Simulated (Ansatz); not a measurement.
# CH₉N₃OSi: what the fields show

Input

```
crystal:
  periodic: [false, false, false]
  atoms:
    - { symbol: Si, position_ang: [0.0, 0.0, 0.0] }
    - { symbol: O, position_ang: [0.0, 0.0, 1.68] }
    - { symbol: C, position_ang: [-1.1112, -0.3437, 2.4945] }
    - { symbol: H, position_ang: [-1.814, -0.9775, 1.9143] }
    - { symbol: H, position_ang: [-0.7584, -0.9037, 3.3856] }
    - { symbol: H, position_ang: [-1.6313, 0.5809, 2.8212] }
    - { symbol: "N", position_ang: [1.7163, 0.0, -0.6061] }
    - { symbol: H, position_ang: [2.2145, -0.918, -0.7868] }
    - { symbol: H, position_ang: [2.2175, 0.918, -0.7783] }
    - { symbol: "N", position_ang: [-0.8572, 1.4851, -0.6061] }
    - { symbol: H, position_ang: [-1.8773, 1.43, -0.8888] }
    - { symbol: H, position_ang: [-0.3367, 2.4058, -0.6766] }
    - { symbol: "N", position_ang: [-0.8572, -1.4851, -0.6061] }
    - { symbol: H, position_ang: [-1.3922, -2.1014, 0.0704] }
    - { symbol: H, position_ang: [-0.8219, -1.7344, -1.6357] }
basis:
  gaussian: { orbitals: "6-31G" }
hamiltonian:
  xc: b3lyp
relax:
  f_tol: 0.02
  max_steps: 40
output:
  orbitals: {}
```

Launched as:

```sh
ansatz run input.yaml --threads 1 --pin off --max-ram 2048MiB --backend cpu --events-out ev --progress --plain --runs-dir out
```

The fields are those of the run's last geometry, not of the input's.

All numbers below come from RKS B3LYP/6-31G (Ansatz).

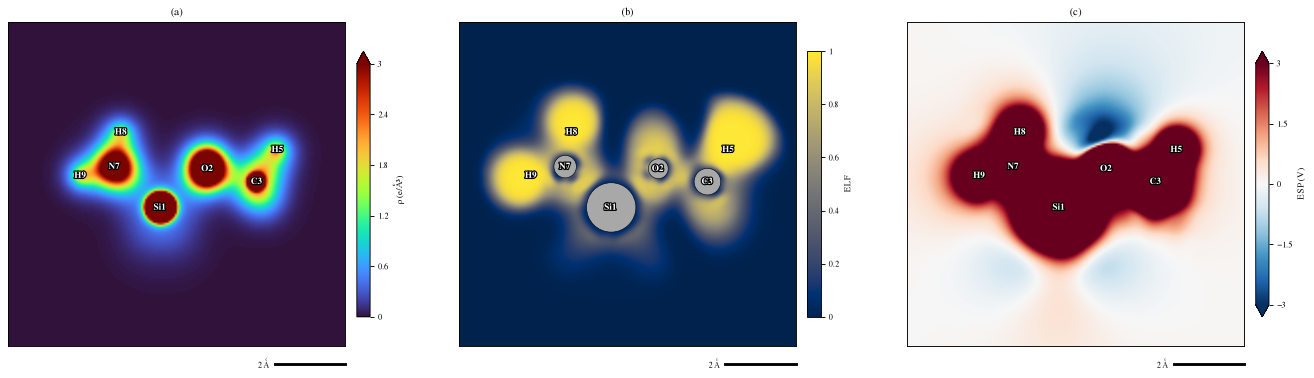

Figure 1. (a) total electron density; (b) electron localisation function; (c) molecular electrostatic potential on the plane of atoms O2, Si1 and N7. Grey discs cover the atomic cores in the ELF map.

What does the map show?

Answer. The plane passes through Si, O, C, H and N nuclei.
C–O (1.44 Å): ρ at the midpoint is about 1.7 e/Å³, with its minimum of 1.5 e/Å³ about 0.6 Å from C; the ELF peaks at about 0.85 between the atoms (a polar covalent bond).
Si–O (1.73 Å): ρ at the midpoint is about 0.83 e/Å³; the ELF peaks at about 0.85 between the atoms (a polar covalent bond).
Si–N (1.74 Å): ρ is about 0.91 e/Å³ halfway; the ELF peaks at about 0.90 between the atoms; a shared but strongly polarised pair.
N–H (1.01 Å): ρ at the midpoint is about 2.7 e/Å³; the ELF climbs to about 1 towards the hydrogen, as it does in any bond to H; a covalent bond by its length.
C–H (1.09 Å): ρ is about 1.9 e/Å³ halfway; the ELF climbs to about 1 towards the hydrogen (a covalent bond by its length).
The ELF also peaks beside O2, away from the bonds: lone-pair regions.
Outside the dense part of the molecule the potential is most negative (−3.3 V) near O2.

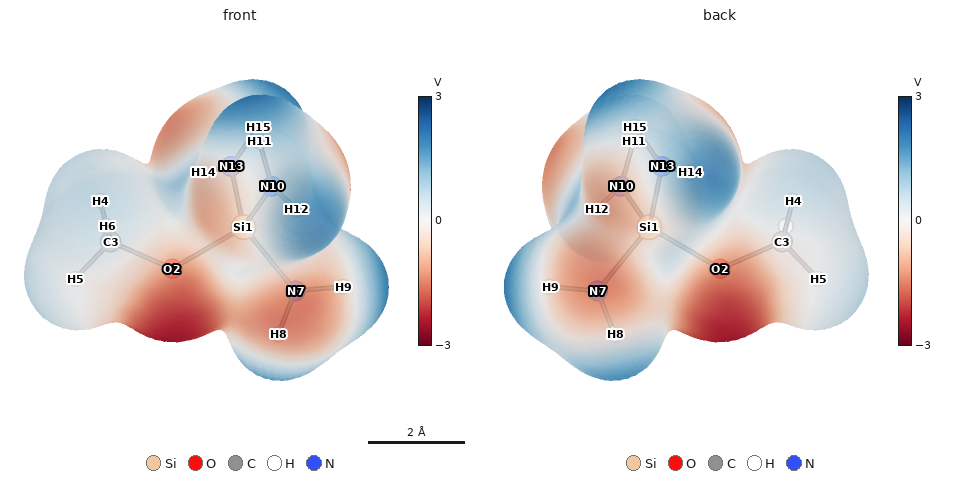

Figure 2. The electrostatic potential painted on the density surface at 0.004 e/bohr³, seen from the front and from behind; red is negative and blue positive.

Describe the electrostatic potential map.

Answer. The most negative region (about −2.5 V) lies over O2, the most positive (about +2.1 V) over H11, H14 and H15. O2 is the likeliest acceptor of a hydrogen bond.

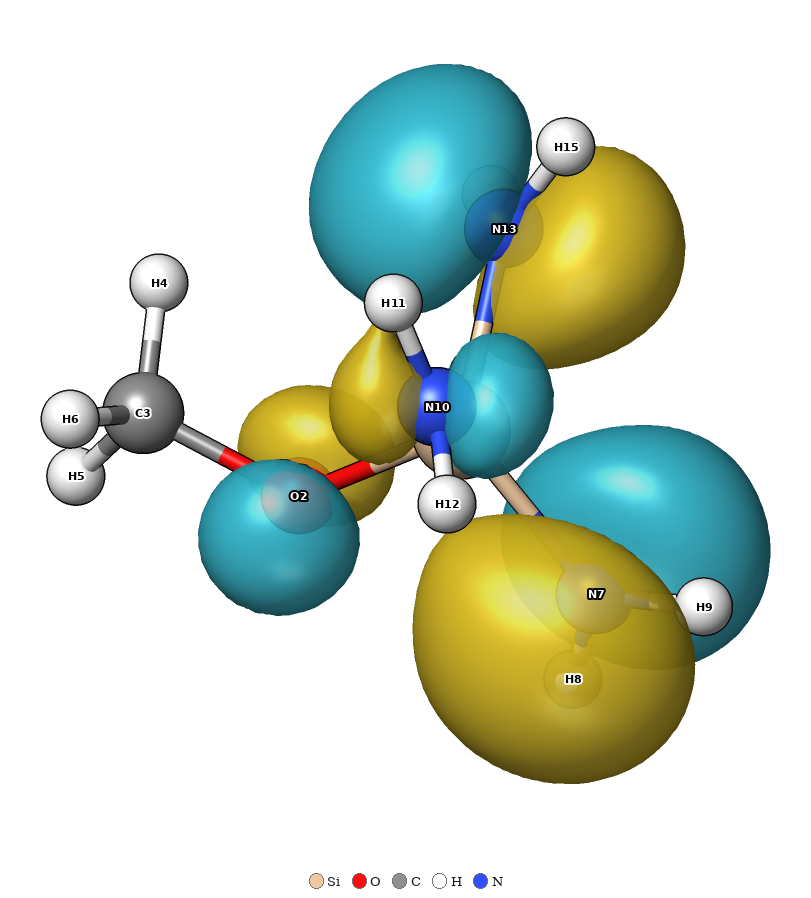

Figure 3. The HOMO at ±0.08 Å⁻³ᐟ² (yellow and cyan are the two phases), seen at a tilt.

Where does this orbital lie, and at what energy?

Answer. Its weight (Hirshfeld) is mainly on N7 (about 45 %) and N13 (about 25 %); largely a combination of lone pairs on N7 and N13. Its energy is −6.12 eV.
